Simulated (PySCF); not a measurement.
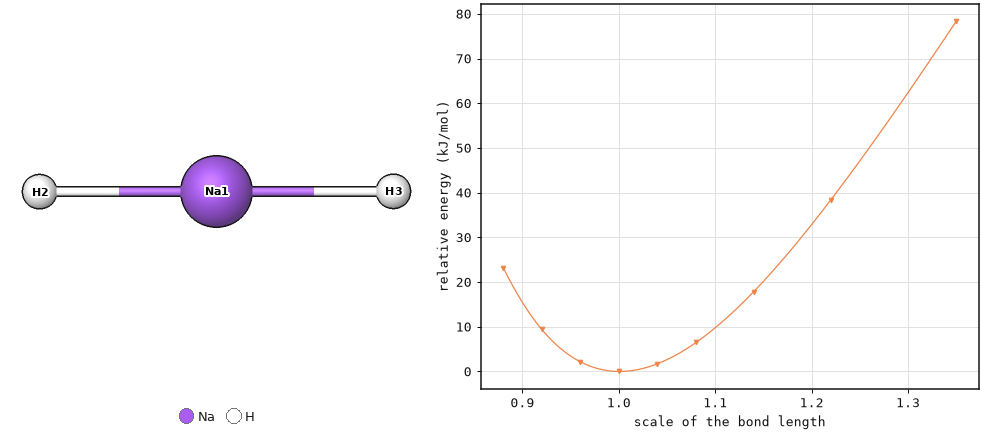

Rigid scan of NaH₂⁻, singlet, from a minimum of the shape that electron-pair counting expects: all bonds to atom 1 scaled (atom 1 is the central atom). PBE0/def2-TZVPD, PySCF, restricted determinant, no spin-orbit coupling; energies counted from the minimum. Splines pass through the computed points, which are marked.

What does it cost to go to either end of the scan?

Answer. 23.2 kJ/mol at 0.88 and 78.4 kJ/mol at 1.35.

Give the values at the computed points.

Answer. In kJ/mol:
```tsv
scale of the bond length	PBE0
0.88	23.2
0.92	9.4
0.96	2.2
1.00	0.0
1.04	1.7
1.08	6.5
1.14	17.9
1.22	38.4
1.35	78.4
```
